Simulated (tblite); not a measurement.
## Geometry relaxation of B₂Si₂H₈ (part 1 of 2)

B₂Si₂H₈, computed with GFN2-xTB geometry optimisation, gas phase (tblite 0.8.0).

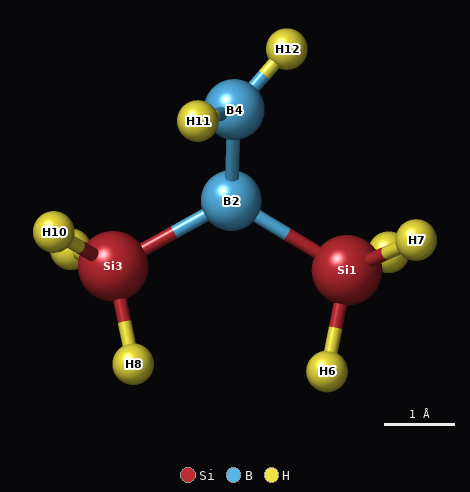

Figure 1. The input geometry (ball-and-stick view, seen at a tilt; atoms are numbered from 1 in the order of the input).

### The input
```
{"job": {"kind": "relax", "xc": "GFN2-xTB", "basis": "xTB"}, "charge": 0, "multiplicity": 1}
Si     1.713853    -0.467987    -0.255038
B     -0.049562     0.371143    -0.231379
Si    -1.640848    -0.737123    -0.405209
B     -0.215855     1.699088     0.762155
H      2.393102    -0.176326    -1.532457
H      1.561760    -1.944075    -0.154325
H      2.580688     0.079707     0.798214
H     -1.236218    -2.107478    -0.134288
H     -2.160666    -0.578206    -1.777273
H     -2.621830    -0.308067     0.575619
H     -0.806079     1.501884     1.781472
H      0.470677     2.633385     0.575648
```

The first line tells a small driver script what to run in tblite; the rest is the geometry in Å.

Launched with:
```bash
OMP_NUM_THREADS=1 python <driver script> task.json out
```

### Output
```
step      E/eV     max force
  0    -269.84321    1.622
  1    -269.93292    1.032
  2    -270.02402    1.096
  3    -270.05915    0.749
  4    -270.14788    0.699
  5    -270.18027    0.741
  6    -270.23123    0.514
  7    -270.25237    0.415
  8    -270.28757    0.436
  9    -270.30739    0.467
 10    -270.32405    0.382
 11    -270.33434    0.256
 12    -270.34287    0.263
 13    -270.35558    0.345
 14    -270.37354    0.313
 15    -270.38880    0.276
 16    -270.39931    0.257
 17    -270.41058    0.317
 18    -270.42182    0.334
 19    -270.43086    0.225
 20    -270.43668    0.174
 21    -270.44074    0.152
 22    -270.44413    0.189
 23    -270.44786    0.236
 24    -270.45270    0.213
 25    -270.45766    0.146
 26    -270.46021    0.161
 27    -270.46168    0.116
 28    -270.46314    0.104
 29    -270.46426    0.085
 30    -270.46539    0.113
 31    -270.46688    0.140
 32    -270.46857    0.129
 33    -270.46992    0.087
 34    -270.47079    0.066
 35    -270.47133    0.054
 36    -270.47176    0.053
 37    -270.47216    0.049
 38    -270.47255    0.065
 39    -270.47299    0.076
 40    -270.47360    0.076
 41    -270.47439    0.084
 42    -270.47525    0.078
 43    -270.47602    0.071
 44    -270.47671    0.080
 45    -270.47745    0.088
 46    -270.47817    0.075
 47    -270.47860    0.043
 48    -270.47880    0.042
 49    -270.47894    0.043
 50    -270.47911    0.037
 51    -270.47928    0.037
 52    -270.47938    0.024
 53    -270.47942    0.011
 54    -270.47943    0.011
 55    -270.47945    0.017
 56    -270.47949    0.023
 57    -270.47955    0.026
 58    -270.47961    0.018
 59    -270.47964    0.009
 60    -270.47965    0.009
 61    -270.47966    0.008
 62    -270.47968    0.011
 63    -270.47972    0.018
 64    -270.47978    0.022
 65    -270.47985    0.017
 66    -270.47989    0.014
 67    -270.47992    0.013
 68    -270.47996    0.021
 69    -270.48003    0.033
 70    -270.48016    0.041
 71    -270.48029    0.033
 72    -270.48036    0.017
 73    -270.48038    0.013
 74    -270.48039    0.013
 75    -270.48041    0.010
 76    -270.48042    0.014
 77    -270.48044    0.016
 78    -270.48046    0.021
 79    -270.48049    0.027
 80    -270.48053    0.025
 81    -270.48057    0.015
 82    -270.48059    0.010
 83    -270.48060    0.012
 84    -270.48062    0.017
 85    -270.48065    0.022
 86    -270.48069    0.021
 87    -270.48071    0.015
 88    -270.48073    0.011
 89    -270.48076    0.014
 90    -270.48080    0.026
 91    -270.48089    0.046
 92    -270.48105    0.068
 93    -270.48126    0.081
 94    -270.48150    0.076
 95    -270.48172    0.064
 96    -270.48195    0.058
 97    -270.48220    0.063
 98    -270.48245    0.083
 99    -270.48220    0.085
100    -270.48279    0.057
101    -270.48290    0.043
102    -270.48313    0.030
103    -270.48321    0.031
104    -270.48350    0.038
105    -270.48370    0.040
106    -270.48387    0.036
107    -270.48394    0.039
108    -270.48404    0.035
109    -270.48411    0.032
110    -270.48429    0.029
111    -270.48439    0.038
112    -270.48458    0.039
113    -270.48469    0.028
114    -270.48471    0.024
115    -270.48477    0.021
116    -270.48480    0.017
117    -270.48482    0.016
118    -270.48488    0.016
119    -270.48492    0.018
120    -270.48498    0.019
121    -270.48503    0.020
122    -270.48513    0.028
123    -270.48519    0.029
124    -270.48525    0.023
125    -270.48528    0.016
126    -270.48530    0.008
```

### Trajectory as extended XYZ (Å, eV, eV/Å), 27 frames, from step=0 to step=126
```
12
Properties=species:S:1:pos:R:3:forces:R:3 step=0 energy=-269.84321
Si    1.7139   -0.4680   -0.2550   -0.1840  -0.0350  -0.1910
B    -0.0496    0.3711   -0.2314   -0.3820   0.8400   1.3340
Si   -1.6408   -0.7371   -0.4052    0.3550   0.4190  -0.9120
B    -0.2159    1.6991    0.7622    0.6850  -1.0050  -0.6560
H     2.3931   -0.1763   -1.5325    0.0780  -0.0800   0.0380
H     1.5618   -1.9441   -0.1543    0.3270   0.2060   0.0920
H     2.5807    0.0797    0.7982    0.1930  -0.2490   0.0410
H    -1.2362   -2.1075   -0.1343   -0.2440  -0.4420   0.0430
H    -2.1607   -0.5782   -1.7773   -0.3130  -0.2650   0.0950
H    -2.6218   -0.3081    0.5756   -0.4380  -0.1430   0.1240
H    -0.8061    1.5019    1.7815    0.4510   0.3340  -0.2620
H     0.4707    2.6334    0.5756   -0.5260   0.4180   0.2550
12
Properties=species:S:1:pos:R:3:forces:R:3 step=5 energy=-270.18027
Si    1.6901   -0.4539   -0.2518    0.3470  -0.2040   0.0390
B    -0.0634    0.3712   -0.1044    0.0700   0.3100  -0.1090
Si   -1.6255   -0.7136   -0.4688   -0.3280  -0.2250  -0.0100
B    -0.1090    1.6924    0.7610   -0.1400  -0.1220  -0.3360
H     2.3953   -0.1887   -1.5236   -0.1140   0.0360   0.0450
H     1.6311   -1.9166   -0.1350    0.1200  -0.1240   0.0350
H     2.6177    0.0124    0.7890    0.1730  -0.0790   0.0490
H    -1.3070   -2.1312   -0.1516   -0.1610   0.0700  -0.1610
H    -2.2428   -0.6324   -1.8053    0.0030  -0.0780   0.0970
H    -2.6636   -0.3649    0.5332   -0.0730  -0.0940  -0.1910
H    -0.6919    1.5564    1.7517    0.0440  -0.0440   0.7380
H     0.3579    2.7348    0.6088    0.0590   0.5550  -0.1950
12
Properties=species:S:1:pos:R:3:forces:R:3 step=10 energy=-270.32405
Si    1.7290   -0.4828   -0.2188   -0.1640   0.1210   0.0900
B    -0.0573    0.4067   -0.0864    0.0140  -0.1270   0.0670
Si   -1.6496   -0.7203   -0.4955    0.0830   0.0600   0.2290
B    -0.1109    1.7578    0.7621   -0.0370   0.0190   0.1280
H     2.3680   -0.1819   -1.5184   -0.0610   0.0000   0.0620
H     1.7134   -1.9543   -0.1124   -0.0180   0.0400  -0.0090
H     2.7071   -0.0538    0.8036   -0.0180  -0.0290  -0.0640
H    -1.3960   -2.1527   -0.2158    0.0430   0.0420  -0.0940
H    -2.2969   -0.6874   -1.8142    0.1020   0.0730  -0.0480
H    -2.7398   -0.4215    0.4612   -0.0010   0.0470  -0.0760
H    -0.5339    1.5859    1.8677    0.2800   0.0490  -0.1910
H     0.2561    2.8704    0.5700   -0.2240  -0.2940  -0.0950
12
Properties=species:S:1:pos:R:3:forces:R:3 step=15 energy=-270.38880
Si    1.7043   -0.4741   -0.1712    0.1850  -0.1600  -0.1150
B    -0.0621    0.3889   -0.0286   -0.1310  -0.1380   0.0430
Si   -1.6467   -0.7095   -0.4611   -0.0840  -0.0760  -0.2510
B    -0.1240    1.7528    0.7650    0.1140  -0.0650   0.1120
H     2.3122   -0.1737   -1.4791   -0.0230   0.0640  -0.0740
H     1.7473   -1.9473   -0.1011   -0.1340  -0.0040   0.0220
H     2.7549   -0.1004    0.7899   -0.0380   0.1150   0.0860
H    -1.4237   -2.1524   -0.2961    0.0810  -0.1310   0.1170
H    -2.2505   -0.6732   -1.8089    0.1780   0.1980  -0.0140
H    -2.8030   -0.4247    0.3974   -0.0760   0.0570   0.1520
H    -0.3100    1.6172    1.9216   -0.0040  -0.0160   0.1000
H     0.0903    2.8622    0.4755   -0.0680   0.1570  -0.1750
12
Properties=species:S:1:pos:R:3:forces:R:3 step=20 energy=-270.43668
Si    1.7102   -0.4845   -0.1742   -0.0260   0.0180  -0.0170
B    -0.0781    0.3405    0.0120    0.1170   0.0520   0.0610
Si   -1.6643   -0.7293   -0.4534    0.0380  -0.0160   0.0860
B    -0.1106    1.7228    0.7825   -0.0390   0.0790   0.0080
H     2.2835   -0.1499   -1.4884    0.0280  -0.0020  -0.0450
H     1.7042   -1.9546   -0.0955    0.0200  -0.0430   0.0090
H     2.7435   -0.0735    0.8004   -0.0730  -0.0060  -0.0330
H    -1.3955   -2.1751   -0.2962   -0.1390   0.0220   0.0390
H    -2.1558   -0.5840   -1.8308    0.0130   0.0540  -0.0520
H    -2.8248   -0.3986    0.4087    0.0640  -0.1300  -0.0860
H    -0.2264    1.6245    1.9566    0.0340   0.1240  -0.0460
H     0.0032    2.8277    0.3815   -0.0370  -0.1510   0.0770
12
Properties=species:S:1:pos:R:3:forces:R:3 step=25 energy=-270.45766
Si    1.7096   -0.4960   -0.1760   -0.0310   0.0050  -0.0320
B    -0.0666    0.3212    0.0769   -0.0630  -0.0450  -0.0740
Si   -1.6519   -0.7335   -0.4438    0.0120   0.0180  -0.0300
B    -0.1110    1.7235    0.8067    0.0030  -0.0930   0.0300
H     2.2591   -0.1393   -1.4942    0.0340  -0.0380  -0.0400
H     1.7123   -1.9660   -0.0841    0.0180  -0.0360  -0.0370
H     2.7385   -0.0845    0.7933    0.0400   0.0270   0.0230
H    -1.4562   -2.1884   -0.3099   -0.0270  -0.0330  -0.0050
H    -2.0885   -0.5222   -1.8414    0.0900   0.0200   0.0840
H    -2.8516   -0.4440    0.3621   -0.0360  -0.0100   0.0180
H    -0.0811    1.7017    1.9840   -0.0650   0.1150   0.0620
H    -0.1235    2.7934    0.3294    0.0250   0.0700   0.0020
12
Properties=species:S:1:pos:R:3:forces:R:3 step=30 energy=-270.46539
Si    1.7101   -0.4989   -0.1909    0.0460  -0.0280  -0.0170
B    -0.0662    0.3162    0.0702   -0.0010   0.0140   0.0830
Si   -1.6484   -0.7388   -0.4380   -0.0110  -0.0020  -0.0010
B    -0.1144    1.7130    0.8159   -0.0090   0.0950   0.0610
H     2.2725   -0.1503   -1.5108   -0.0020  -0.0480   0.0360
H     1.7117   -1.9743   -0.0951    0.0280   0.0630  -0.0360
H     2.7285   -0.0729    0.7915   -0.0050  -0.0230  -0.0490
H    -1.4730   -2.1965   -0.3002    0.0030  -0.0190  -0.0340
H    -2.0577   -0.5007   -1.8350    0.0280  -0.0110   0.0130
H    -2.8511   -0.4571    0.3650   -0.0480   0.0200   0.0110
H    -0.1103    1.7391    1.9972   -0.0380  -0.0100  -0.0420
H    -0.1127    2.7872    0.3334    0.0110  -0.0530  -0.0250
12
Properties=species:S:1:pos:R:3:forces:R:3 step=35 energy=-270.47133
Si    1.7081   -0.4995   -0.1985   -0.0090   0.0070   0.0210
B    -0.0675    0.3087    0.1098   -0.0030  -0.0270   0.0460
Si   -1.6508   -0.7436   -0.4180    0.0030   0.0060   0.0220
B    -0.1202    1.7173    0.8387   -0.0120  -0.0250  -0.0340
H     2.2763   -0.1747   -1.5163   -0.0170   0.0280  -0.0380
H     1.7265   -1.9696   -0.1175   -0.0040  -0.0490   0.0030
H     2.7321   -0.0756    0.7732    0.0430   0.0020   0.0050
H    -1.4920   -2.2090   -0.3192    0.0040   0.0430  -0.0010
H    -2.0028   -0.4758   -1.8250   -0.0120  -0.0030   0.0010
H    -2.8772   -0.4620    0.3567    0.0280  -0.0040  -0.0340
H    -0.1092    1.7847    2.0146   -0.0280   0.0160   0.0140
H    -0.1342    2.7651    0.3048    0.0070   0.0050  -0.0040
12
Properties=species:S:1:pos:R:3:forces:R:3 step=40 energy=-270.47360
Si    1.7121   -0.5039   -0.1972    0.0140  -0.0260   0.0000
B    -0.0649    0.2968    0.1373    0.0530   0.0160  -0.0420
Si   -1.6476   -0.7405   -0.4091    0.0090   0.0160  -0.0580
B    -0.1276    1.7156    0.8425    0.0130   0.0030   0.0610
H     2.2664   -0.1742   -1.5254   -0.0610   0.0160   0.0440
H     1.7305   -1.9784   -0.1262    0.0070   0.0200   0.0080
H     2.7485   -0.0771    0.7639    0.0120  -0.0210  -0.0230
H    -1.4942   -2.2023   -0.3242    0.0100  -0.0460   0.0180
H    -1.9897   -0.4700   -1.8191    0.0050   0.0130   0.0120
H    -2.8809   -0.4617    0.3466   -0.0310   0.0140   0.0190
H    -0.1327    1.8051    2.0189   -0.0240   0.0100  -0.0190
H    -0.1307    2.7568    0.2952   -0.0070  -0.0140  -0.0190
12
Properties=species:S:1:pos:R:3:forces:R:3 step=45 energy=-270.47745
Si    1.7225   -0.5205   -0.1886   -0.0220   0.0150   0.0140
B    -0.0432    0.2830    0.1686   -0.0870   0.0140  -0.0010
Si   -1.6375   -0.7329   -0.4036    0.0030  -0.0260   0.0350
B    -0.1361    1.7078    0.8608    0.0270   0.0190  -0.0350
H     2.2173   -0.1595   -1.5285   -0.0030  -0.0030  -0.0210
H     1.7377   -1.9938   -0.1358    0.0360  -0.0010   0.0110
H     2.7862   -0.0885    0.7380    0.0200  -0.0400  -0.0060
H    -1.4901   -2.2007   -0.3236   -0.0100   0.0370   0.0100
H    -1.9619   -0.4471   -1.8117    0.0030   0.0110  -0.0370
H    -2.8890   -0.4527    0.3323    0.0650  -0.0020  -0.0110
H    -0.1873    1.8450    2.0283   -0.0140   0.0060   0.0240
H    -0.1295    2.7258    0.2669   -0.0170  -0.0300   0.0160
12
Properties=species:S:1:pos:R:3:forces:R:3 step=50 energy=-270.47911
Si    1.7211   -0.5241   -0.1830   -0.0160   0.0140  -0.0050
B    -0.0456    0.2786    0.1872    0.0340   0.0000   0.0010
Si   -1.6326   -0.7318   -0.4021   -0.0130   0.0050  -0.0350
B    -0.1371    1.7077    0.8692   -0.0310  -0.0110   0.0160
H     2.1924   -0.1558   -1.5308   -0.0090  -0.0040  -0.0060
H     1.7523   -1.9973   -0.1370    0.0040  -0.0060   0.0050
H     2.8075   -0.1064    0.7235   -0.0010  -0.0070   0.0040
H    -1.4940   -2.1973   -0.3238    0.0020  -0.0150   0.0040
H    -1.9469   -0.4365   -1.8132    0.0170  -0.0030   0.0050
H    -2.8852   -0.4504    0.3238    0.0030   0.0120   0.0210
H    -0.2038    1.8678    2.0341    0.0050  -0.0010  -0.0060
H    -0.1392    2.7115    0.2552    0.0030   0.0170  -0.0020
12
Properties=species:S:1:pos:R:3:forces:R:3 step=55 energy=-270.47945
Si    1.7203   -0.5242   -0.1833    0.0100  -0.0100  -0.0020
B    -0.0438    0.2780    0.1890   -0.0080   0.0000   0.0000
Si   -1.6317   -0.7315   -0.4049    0.0130   0.0030   0.0100
B    -0.1433    1.7065    0.8710    0.0050   0.0040  -0.0010
H     2.1855   -0.1560   -1.5335   -0.0050  -0.0050  -0.0020
H     1.7551   -1.9980   -0.1361   -0.0030   0.0030   0.0000
H     2.8104   -0.1108    0.7210   -0.0030   0.0030  -0.0010
H    -1.4927   -2.1977   -0.3216   -0.0040   0.0030  -0.0040
H    -1.9409   -0.4347   -1.8158    0.0030  -0.0060  -0.0060
H    -2.8801   -0.4457    0.3279    0.0050   0.0050   0.0000
H    -0.2124    1.8704    2.0348   -0.0040  -0.0040   0.0030
H    -0.1372    2.7098    0.2546   -0.0090   0.0040   0.0040
```
